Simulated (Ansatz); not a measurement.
**FH5O2W: molecular dynamics**

Aim: follow the molecule's vibrations and see whether its bonds hold. The start is relaxed first. Runs: 300 steps of 0.5 fs under a Nosé-Hoover thermostat at 500 K.

Method: RKS PBE/def2-SVP, in Ansatz 0.2.0.

## 1. Starting point

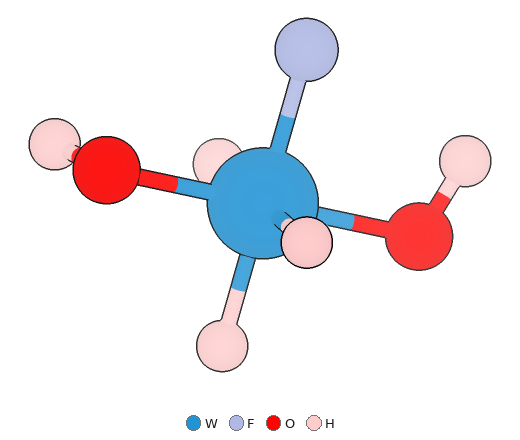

Start, viewed from a chosen angle; tungsten blue, fluorine light blue, oxygen red, hydrogen pink.

Coordinates:

```xyz
9

W     0.0000    0.0000    0.0000
F     0.0000    0.0000    1.8500
O     1.9400    0.0000    0.0000
H     2.2771   -0.9519   -0.0197
H     0.0000    1.7200    0.0000
O    -1.9400    0.0000    0.0000
H    -2.2771   -0.1263    0.9437
H     0.0000   -1.7200    0.0000
H     0.0000    0.0000   -1.7200
```

## 2. Preparing the start

input.yaml

```yaml
crystal:
  periodic: [false, false, false]
  atoms:
    - { symbol: W, position_ang: [0.0, 0.0, 0.0] }
    - { symbol: F, position_ang: [0.0, 0.0, 1.85] }
    - { symbol: O, position_ang: [1.94, 0.0, 0.0] }
    - { symbol: H, position_ang: [2.2771, -0.9519, -0.0197] }
    - { symbol: H, position_ang: [0.0, 1.72, 0.0] }
    - { symbol: O, position_ang: [-1.94, 0.0, 0.0] }
    - { symbol: H, position_ang: [-2.2771, -0.1263, 0.9437] }
    - { symbol: H, position_ang: [0.0, -1.72, 0.0] }
    - { symbol: H, position_ang: [0.0, 0.0, -1.72] }
basis:
  gaussian: { orbitals: def2-SVP }
hamiltonian:
  xc: pbe
relax:
  f_tol: 0.02
  max_steps: 40
```

Launch:

```console
ansatz run input.yaml --threads 1 --pin off --max-ram 2048MiB --backend cpu --events-out ev --progress --plain --runs-dir out
```

Output, shortened:

```text
Warning: RAYON_NUM_THREADS=1 ignored (pool sized by the plan → 1); use --threads N
[...]
Functional definition: PBE
[...]
1031 factors; their error is unknown
[...]
mean field -8705.76538858 eV, -319.9309770508 hartree, gradient 1.2e-5 eV, S^2 0.000000; 2 other end points of the search recorded, 0 dependent functions left out
[...]
reference -8705.76545651 eV, -319.9309795468 hartree; 22, 22 occupied and 77, 77 virtual orbitals, 1031 factors
relax step   1: F+E_penalty+E_count = -8705.76538858 eV  Δ(F+E_penalty+E_count) = +0.000e0 eV  max|allowed force component| = 2.029e0 eV/Å  Δτ_max = 0.0000 Å  (70 SCF iters, accepted)
[...]
relax step   4: F+E_penalty+E_count = -8708.42760312 eV  Δ(F+E_penalty+E_count) = -6.705e-1 eV  max|allowed force component| = 1.355e0 eV/Å  Δτ_max = 0.1949 Å  (38 SCF iters, accepted)
[...]
relax step   7: F+E_penalty+E_count = -8709.01170701 eV  Δ(F+E_penalty+E_count) = -6.351e-2 eV  max|allowed force component| = 3.376e-1 eV/Å  Δτ_max = 0.1263 Å  (39 SCF iters, accepted)
[...]
relax step  10: F+E_penalty+E_count = -8709.07107430 eV  Δ(F+E_penalty+E_count) = -3.391e-2 eV  max|allowed force component| = 1.430e-1 eV/Å  Δτ_max = 0.0686 Å  (40 SCF iters, accepted)
[...]
relax step  11: F+E_penalty+E_count = -8709.07713391 eV  Δ(F+E_penalty+E_count) = -6.060e-3 eV  max|allowed force component| = 3.318e-1 eV/Å  Δτ_max = 0.0575 Å  (33 SCF iters, accepted)
[...]
relax step  12: F+E_penalty+E_count = -8709.08362284 eV  Δ(F+E_penalty+E_count) = -6.489e-3 eV  max|allowed force component| = 7.857e-2 eV/Å  Δτ_max = 0.1135 Å  (31 SCF iters, accepted)
```

## 3. The output, continued: start relaxed

The log, continued, shortened:

```text
[...]
1031 factors; their error is unknown
mean field -8709.08615464 eV, -320.0530129525 hartree, gradient 9.9e-6 eV, S^2 0.000000; 0 other end points of the search recorded, 0 dependent functions left out
[...]
reference -8709.08622396 eV, -320.0530154998 hartree; 22, 22 occupied and 77, 77 virtual orbitals, 1031 factors
relax step  13: F+E_penalty+E_count = -8709.08615464 eV  Δ(F+E_penalty+E_count) = -2.532e-3 eV  max|allowed force component| = 2.159e-1 eV/Å  Δτ_max = 0.0628 Å  (33 SCF iters, accepted)
[...]
relax step  19: F+E_penalty+E_count = -8709.09307243 eV  Δ(F+E_penalty+E_count) = -5.216e-4 eV  max|allowed force component| = 5.599e-2 eV/Å  Δτ_max = 0.0081 Å  (34 SCF iters, accepted)
[...]
relax step  20: F+E_penalty+E_count = -8709.09325992 eV  Δ(F+E_penalty+E_count) = -1.875e-4 eV  max|allowed force component| = 1.669e-2 eV/Å  Δτ_max = 0.0090 Å  (34 SCF iters, accepted)
[...]
Total energy: -8709.09332874 eV, -320.0532765958 hartree
Atom 0 at    -0.000564    -0.105653     0.099156 Å, force     0.008040     0.009486     0.016688 eV/Å
Atom 1 at     0.187801    -0.154375     2.060831 Å, force    -0.003979    -0.001456    -0.004151 eV/Å
Atom 2 at     1.841745    -0.341635     0.069374 Å, force    -0.001357    -0.005017    -0.007859 eV/Å
Atom 3 at     2.619768    -0.506435     0.629113 Å, force     0.001470     0.001002     0.004187 eV/Å
Atom 4 at     0.063229     1.380652    -0.695726 Å, force    -0.000811    -0.004557    -0.005853 eV/Å
Atom 5 at    -1.825910     0.003391     0.421013 Å, force    -0.015507    -0.006773     0.002311 eV/Å
Atom 6 at    -2.514038    -0.025489     1.107831 Å, force     0.011775     0.002087    -0.003141 eV/Å
Atom 7 at    -0.224193    -1.379116    -0.995435 Å, force    -0.000904    -0.002012     0.000262 eV/Å
Atom 8 at    -0.147839     0.050461    -1.642156 Å, force     0.001274     0.007241    -0.002444 eV/Å
Dipole moment:     0.005078    -0.093143     0.244886 e Å
```

Run time: 82 s. Hardware: 1 thread of Arm Neoverse V1, shared host; peak memory 0.13 GiB.

Step by step:

| step | energy from step 1 (eV) | largest force component (eV/Å) |
| --- | --- | --- |
| 1 | 0.0000 | 2.0292 |
| 2 | -1.1931 | 1.4951 |
| 3 | -1.9918 | 1.5810 |
| 4 | -2.6622 | 1.3553 |
| 5 | -3.0779 | 0.6578 |
| 6 | -3.1828 | 0.5333 |
| 7 | -3.2463 | 0.3376 |
| 8 | -3.2718 | 0.7391 |
| 9x | -3.2438 | 1.7801 |
| 10 | -3.3057 | 0.1430 |
| 11 | -3.3117 | 0.3318 |
| 12 | -3.3182 | 0.0786 |
| 13 | -3.3208 | 0.2159 |
| 14 | -3.3219 | 0.3332 |
| 15 | -3.3238 | 0.1752 |
| 16 | -3.3255 | 0.0458 |
| 17 | -3.3261 | 0.1802 |
| 18 | -3.3272 | 0.1235 |
| 19 | -3.3277 | 0.0560 |
| 20 | -3.3279 | 0.0167 |

Step 1 is the start. 1 step was tried and not accepted (9; marked x where the table lists them).

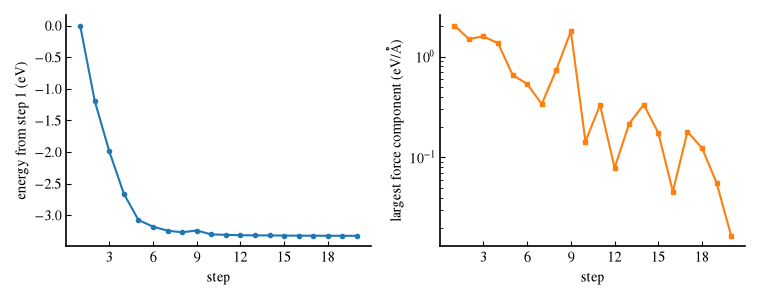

Energy and largest force along the relaxation.

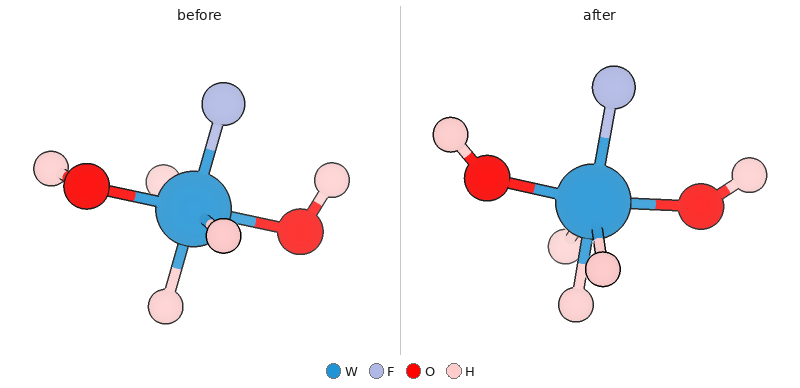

Before and after, at one scale.

After: Bond lengths: W1–F2 1.971 Å, W1–O3 1.858 Å, O3–H4 0.973 Å, W1–H5 1.687 Å, W1–O6 1.857 Å, O6–H7 0.973 Å, W1–H8 1.694 Å, W1–H9 1.754 Å. Angles (14 of 17 angles, heavy atoms first): F2–W1–O3 85.3°, F2–W1–O6 85.6°, O3–W1–O6 170.1°, F2–W1–H5 119.2°, F2–W1–H8 129.6°, F2–W1–H9 176.3°, O3–W1–H5 93.8°, O3–W1–H8 91.4°, O3–W1–H9 94.5°, H5–W1–O6 93.8°, O6–W1–H8 91.5°, O6–W1–H9 94.8°, W1–O3–H4 143.7°, W1–O6–H7 144.7°.

## 4. The run

300 steps of 0.5 fs under a Nosé-Hoover thermostat at 500 K, from the relaxed start.

input.yaml

```yaml
crystal:
  periodic: [false, false, false]
  atoms:
    - { symbol: W, position_ang: [-0.000564, -0.105653, 0.099156] }
    - { symbol: F, position_ang: [0.187801, -0.154375, 2.060831] }
    - { symbol: O, position_ang: [1.841745, -0.341635, 0.069374] }
    - { symbol: H, position_ang: [2.619768, -0.506435, 0.629113] }
    - { symbol: H, position_ang: [0.063229, 1.380652, -0.695726] }
    - { symbol: O, position_ang: [-1.82591, 0.003391, 0.421013] }
    - { symbol: H, position_ang: [-2.514038, -0.025489, 1.107831] }
    - { symbol: H, position_ang: [-0.224193, -1.379116, -0.995435] }
    - { symbol: H, position_ang: [-0.147839, 0.050461, -1.642156] }
basis:
  gaussian: { orbitals: def2-SVP }
hamiltonian:
  xc: pbe
md:
  timestep: 0.5
  n_steps: 300
  ensemble: nvt_nose_hoover
  temperature: 500.0
  initial_velocities: maxwell_boltzmann
  seed: 262720
  nose_hoover: { tau: 3.0, chain_length: 1 }
```

Launch:

```console
ansatz run input.yaml --threads 1 --pin off --max-ram 2048MiB --backend cpu --events-out ev --progress --plain --runs-dir out
```

Output, shortened:

```text
Warning: RAYON_NUM_THREADS=1 ignored (pool sized by the plan → 1); use --threads N
[...]
[... 1 set-up line as earlier in the session ...]
[...]
1031 factors; their error is unknown
[...]
mean field -8709.09325829 eV, -320.0532740067 hartree, gradient 5.1e-5 eV, S^2 0.000000; 0 other end points of the search recorded, 0 dependent functions left out
[...]
reference -8709.09332711 eV, -320.0532765360 hartree; 22, 22 occupied and 77, 77 virtual orbitals, 1031 factors
md step     0: t =     0.00 fs  T =   500.0 K  F+E_penalty+E_count = -8709.09325829 eV  E_kin = 0.452410 eV  conserved = -8708.64084829 eV  (31 SCF iters)
[...]
md step    20: t =    10.00 fs  T =   490.3 K  F+E_penalty+E_count = -8708.63142338 eV  E_kin = 0.443634 eV  conserved = -8708.63646334 eV  (33 SCF iters)
[...]
md step    40: t =    20.00 fs  T =   332.1 K  F+E_penalty+E_count = -8708.68079200 eV  E_kin = 0.300492 eV  conserved = -8708.63615252 eV  (33 SCF iters)
[...]
md step    60: t =    30.00 fs  T =   549.7 K  F+E_penalty+E_count = -8708.78218623 eV  E_kin = 0.497391 eV  conserved = -8708.63849154 eV  (34 SCF iters)
[...]
md step    80: t =    40.00 fs  T =   790.2 K  F+E_penalty+E_count = -8708.60332840 eV  E_kin = 0.714981 eV  conserved = -8708.64034881 eV  (35 SCF iters)
md step    81: t =    40.50 fs  T =   754.5 K  F+E_penalty+E_count = -8708.55835172 eV  E_kin = 0.682657 eV  conserved = -8708.63883438 eV  (35 SCF iters)
```

## 5. More of the same log: dynamics from the start

The log, continued, shortened:

```text
md step    82: t =    41.00 fs  T =   663.8 K  F+E_penalty+E_count = -8708.48015291 eV  E_kin = 0.600624 eV  conserved = -8708.63525216 eV  (34 SCF iters)
[...]
md step   108: t =    54.00 fs  T =   549.9 K  F+E_penalty+E_count = -8708.55767823 eV  E_kin = 0.497571 eV  conserved = -8708.63564577 eV  (34 SCF iters)
[...]
md step   134: t =    67.00 fs  T =   553.7 K  F+E_penalty+E_count = -8708.88527586 eV  E_kin = 0.500979 eV  conserved = -8708.63928624 eV  (32 SCF iters)
[...]
md step   160: t =    80.00 fs  T =   604.9 K  F+E_penalty+E_count = -8708.72733384 eV  E_kin = 0.547354 eV  conserved = -8708.63755333 eV  (34 SCF iters)
[...]
md step   185: t =    92.50 fs  T =   517.8 K  F+E_penalty+E_count = -8708.90904108 eV  E_kin = 0.468545 eV  conserved = -8708.63959184 eV  (34 SCF iters)
md step   186: t =    93.00 fs  T =   559.6 K  F+E_penalty+E_count = -8708.93062397 eV  E_kin = 0.506349 eV  conserved = -8708.64011131 eV  (34 SCF iters)
```

## 6. More of the same log: dynamics from the start

Output, continued, shortened:

```text
md step   187: t =    93.50 fs  T =   569.1 K  F+E_penalty+E_count = -8708.92446603 eV  E_kin = 0.514937 eV  conserved = -8708.63976678 eV  (34 SCF iters)
[...]
md step   208: t =   104.00 fs  T =   413.3 K  F+E_penalty+E_count = -8708.80713395 eV  E_kin = 0.373960 eV  conserved = -8708.63626302 eV  (33 SCF iters)
[...]
md step   229: t =   114.50 fs  T =   463.7 K  F+E_penalty+E_count = -8708.81973887 eV  E_kin = 0.419595 eV  conserved = -8708.64037129 eV  (33 SCF iters)
[...]
md step   250: t =   125.00 fs  T =   451.6 K  F+E_penalty+E_count = -8708.39791437 eV  E_kin = 0.408595 eV  conserved = -8708.63482815 eV  (34 SCF iters)
[...]
md step   299: t =   149.50 fs  T =   605.7 K  F+E_penalty+E_count = -8708.98491487 eV  E_kin = 0.548091 eV  conserved = -8708.64027827 eV  (33 SCF iters)
[...]
md step   300: t =   150.00 fs  T =   593.2 K  F+E_penalty+E_count = -8708.97577780 eV  E_kin = 0.536756 eV  conserved = -8708.63979126 eV  (32 SCF iters)
Total energy: -8708.97584593 eV, -320.0489591822 hartree
Atom 0 at     0.015609    -0.088045     0.133225 Å, force    -0.168332    -0.476496     0.549402 eV/Å
Atom 1 at     0.108089    -0.008359     2.067214 Å, force     0.219758     0.042389     0.275598 eV/Å
Atom 2 at     1.790342    -0.553479    -0.160204 Å, force     0.512553     0.014293     0.236638 eV/Å
Atom 3 at     2.579451    -1.061837    -0.458513 Å, force    -0.693562     0.308454     0.096004 eV/Å
Atom 4 at    -0.037305     1.555475    -0.176290 Å, force     0.325250     0.227232     0.048344 eV/Å
Atom 5 at    -1.857767    -0.150640     0.368127 Å, force    -0.031842    -0.159035    -0.801020 eV/Å
Atom 6 at    -2.605582    -0.405163    -0.223788 Å, force     0.506559     0.054522     0.345448 eV/Å
Atom 7 at    -0.239563    -1.221913    -1.117451 Å, force    -0.279142     0.214285    -0.269272 eV/Å
Atom 8 at    -0.025738     0.497263    -1.470980 Å, force    -0.391241    -0.225643    -0.481142 eV/Å
Dipole moment:     0.136128    -0.383683    -0.391836 e Å
```

Wall time 19 min (1 thread of Arm Neoverse V1, shared host); peak memory 0.13 GiB.

## 7. What the atoms did

One step in 12; energies are changes from step 0:

| time (fs) | T (K) | potential energy change (meV/atom) | conserved energy change (meV/atom) |
| --- | --- | --- | --- |
| 0.0 | 500 | 0.0 | 0.00 |
| 6.0 | 474 | 27.0 | 0.38 |
| 12.0 | 465 | 62.5 | 0.59 |
| 18.0 | 581 | 37.2 | 0.17 |
| 24.0 | 352 | 33.5 | 0.52 |
| 30.0 | 550 | 34.6 | 0.26 |
| 36.0 | 438 | 66.1 | 0.46 |
| 42.0 | 578 | 72.8 | 0.95 |
| 48.0 | 406 | 39.7 | 0.14 |
| 54.0 | 550 | 59.5 | 0.58 |
| 60.0 | 433 | 67.4 | 0.74 |
| 66.0 | 555 | 24.5 | 0.12 |
| 72.0 | 399 | 23.2 | 0.36 |
| 78.0 | 457 | 34.8 | 0.30 |
| 84.0 | 772 | 35.3 | 0.11 |
| 90.0 | 330 | 36.3 | 0.39 |
| 96.0 | 602 | 18.9 | 0.25 |
| 102.0 | 473 | 19.7 | 0.07 |
| 108.0 | 493 | 39.5 | 0.52 |
| 114.0 | 448 | 32.5 | 0.14 |
| 120.0 | 609 | 45.4 | 0.13 |
| 126.0 | 363 | 83.1 | 0.74 |
| 132.0 | 670 | 57.3 | 0.10 |
| 138.0 | 485 | 47.4 | 0.40 |
| 144.0 | 399 | 27.3 | 0.38 |
| 150.0 | 593 | 13.1 | 0.12 |

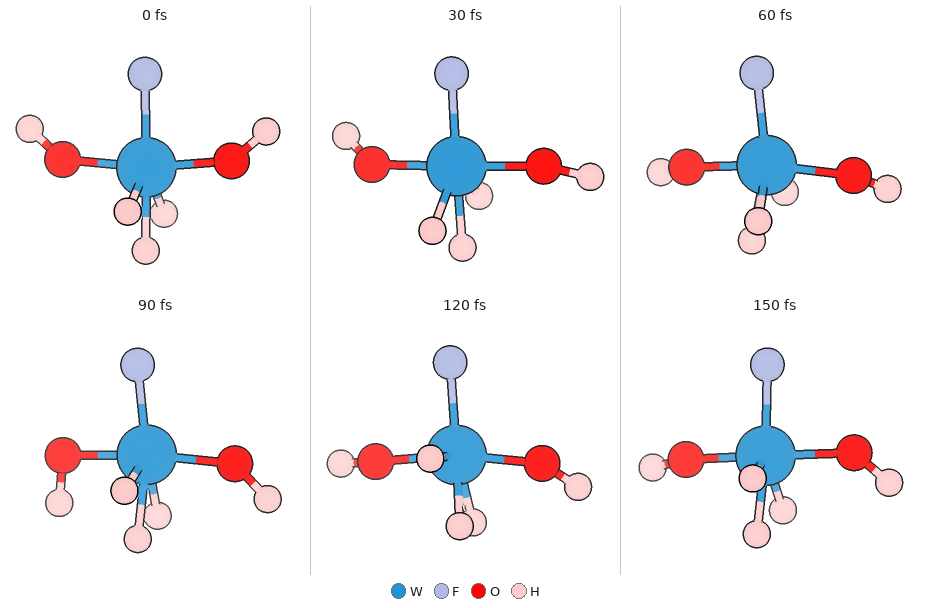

Six frames of the run, seen from a chosen angle. Sticks join atoms within a bonding distance in each frame.

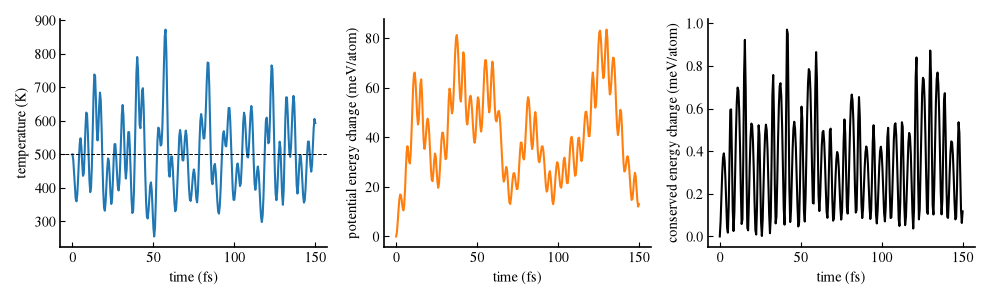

Time series of the run, each on its own scale. The dashed line is the set temperature.

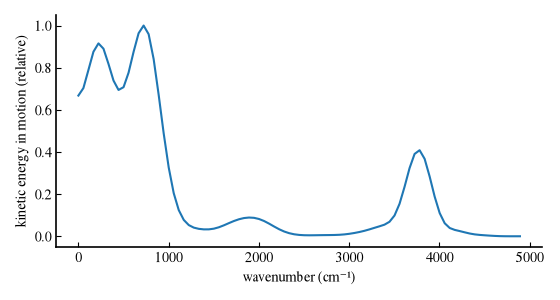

Power spectrum of the mass-weighted velocities; a run of 150 fs resolves no finer than about 440 cm⁻¹.

Maxima of the velocity power spectrum (cm⁻¹, relative height; resolution about 440 cm⁻¹): 220 (92), 720 (100), 3780 (41).

## 8. Positions and forces

Positions (Å) and forces (eV/Å):

```xyz
9
time_fs=19.0 T=393 dE=0.4125
W    -0.002   -0.084    0.116   -0.234   -0.362    0.899
F     0.227   -0.180    2.063    0.316    0.115   -0.058
O     1.815   -0.413   -0.028    2.263   -0.538    1.300
H     2.579   -0.837    0.491   -1.425    0.832   -0.903
H    -0.138    1.248   -0.906    0.351    0.145   -0.345
O    -1.823   -0.079    0.353   -3.021    0.146   -0.216
H    -2.849   -0.146    0.404    2.548   -0.006   -0.025
H    -0.144   -1.573   -0.556   -0.201   -0.461   -0.505
H     0.200   -0.293   -1.598   -0.598    0.131   -0.146
9
time_fs=37.5 T=331 dE=0.7314
W    -0.006   -0.075    0.135    0.807   -0.538   -0.102
F     0.300   -0.183    2.050   -0.274    0.203    0.193
O     1.860   -0.430   -0.060    0.482   -1.511    0.912
H     2.530   -1.090    0.366   -1.608    1.491   -1.066
H     0.270    0.926   -1.212   -0.629    0.727    0.030
O    -1.883   -0.090    0.242   -2.167   -1.442   -0.469
H    -2.715   -0.690   -0.017    2.507    1.867    0.846
H    -0.286   -1.519   -0.603    0.035   -0.577   -0.068
H    -0.445   -0.277   -1.544    0.846   -0.221   -0.276
9
time_fs=56.0 T=661 dE=0.6028
W    -0.007   -0.074    0.150   -0.749   -0.153   -0.297
F     0.356   -0.153    2.057   -0.232    0.223    0.303
O     1.772   -0.462   -0.095    2.783   -1.807    0.253
H     2.458   -1.221   -0.141   -1.442    1.714   -0.011
H    -0.205    1.178   -0.968    0.623    0.211   -0.243
O    -1.883   -0.090    0.123   -1.610   -2.991   -0.593
H    -2.476   -0.905   -0.192    1.464    2.476    0.899
H    -0.176   -1.613   -0.519   -0.111    0.208   -0.078
H     0.136   -0.313   -1.557   -0.727    0.118   -0.232
9
time_fs=75.0 T=455 dE=0.1726
W    -0.012   -0.075    0.154    0.776   -1.594   -0.244
F     0.361   -0.096    2.082   -0.317    0.175   -0.500
O     1.821   -0.522   -0.077   -0.589    0.461    0.020
H     2.239   -0.902   -0.864    0.105   -0.153   -0.158
H     0.259    1.295   -0.820   -0.409    0.053    0.213
O    -1.853   -0.175    0.084   -0.634    0.737    0.514
H    -2.712   -0.435   -0.300    0.341   -0.077    0.002
H    -0.212   -1.481   -0.814    0.168    0.532    0.236
H    -0.210   -0.036   -1.585    0.560   -0.135   -0.083
9
time_fs=94.0 T=551 dE=0.1974
W    -0.005   -0.096    0.157   -0.596    0.233   -0.504
F     0.308   -0.009    2.033    0.145   -0.055    0.513
O     1.841   -0.510   -0.097   -0.734    0.348    0.866
H     1.967   -0.626   -1.038    0.678   -0.361   -1.139
H     0.051    1.563   -0.270    0.118   -0.445    0.164
O    -1.897   -0.128    0.142    2.162    0.511    1.067
H    -2.530   -0.342   -0.514   -1.629   -0.582   -1.389
H    -0.153   -1.132   -1.255    0.013    0.082    0.561
H     0.126    0.254   -1.535   -0.159    0.270   -0.140
9
time_fs=112.5 T=413 dE=0.3556
W    -0.002   -0.110    0.154    0.383    0.772   -0.691
F     0.272    0.050    2.069   -0.171   -0.312    0.244
O     1.786   -0.476   -0.182   -1.960    0.918    1.475
H     2.564   -0.827   -0.551    1.773   -0.929   -1.137
H     0.086    1.583    0.267    0.108   -0.192   -0.190
O    -1.856   -0.085    0.135    2.207    0.777    2.174
H    -2.554   -0.436   -0.351   -2.407   -1.099   -1.749
H    -0.262   -1.146   -1.276    0.051    0.545    0.168
H    -0.052    0.802   -1.284    0.014   -0.479   -0.295
9
time_fs=131.0 T=495 dE=0.6404
W     0.008   -0.107    0.139    0.083    1.195    1.258
F     0.198    0.057    2.162   -0.251   -0.623   -1.755
O     1.784   -0.478   -0.205   -1.935    0.734    0.260
H     2.533   -1.027   -0.200    2.098   -1.323   -0.240
H     0.441    1.513    0.107   -0.545    0.166   -0.085
O    -1.868   -0.123    0.234    2.227    0.658    1.635
H    -2.616   -0.306   -0.282   -2.094   -0.615   -1.365
H    -0.365   -0.608   -1.550    0.085   -0.656    0.457
H    -0.303    0.471   -1.458    0.333    0.464   -0.166
9
time_fs=150.0 T=593 dE=0.1175
W     0.016   -0.088    0.133   -0.168   -0.476    0.549
F     0.108   -0.008    2.067    0.220    0.042    0.276
O     1.790   -0.553   -0.160    0.513    0.014    0.237
H     2.579   -1.062   -0.459   -0.694    0.308    0.096
H    -0.037    1.556   -0.176    0.325    0.227    0.048
O    -1.858   -0.151    0.368   -0.032   -0.159   -0.801
H    -2.606   -0.405   -0.224    0.507    0.054    0.345
H    -0.240   -1.222   -1.117   -0.279    0.214   -0.269
H    -0.026    0.497   -1.471   -0.391   -0.226   -0.481
```

## 9. What came out

| quantity | value |
| --- | --- |
| relaxation of the start | 18 moves, 3.328 eV lower |
| length | 300 steps of 0.5 fs |
| temperature, first and last step | 500 and 593 K |
| temperature, second half | mean 503 K, from 298 to 774 K |
| potential energy, second half | +39 meV/atom from the start |
| largest change of the conserved energy | 0.97 meV/atom |
| bonds formed or broken | 0 |

In words: Against a set 500 K the second half averages 503 K with a spread of 105 K. A thermostat time of 3 fs is as short as the fastest vibrations or shorter, so the thermostat can drive swings of its own. The conserved energy strays from its start by at most 0.97 meV/atom, 1.9 % of the mean kinetic energy, which is good for a step of 0.5 fs. The bonds all hold. 150 fs on 9 atoms is far too short and small for converged averages. The nuclei move classically, without zero-point motion, which matters most for hydrogen.
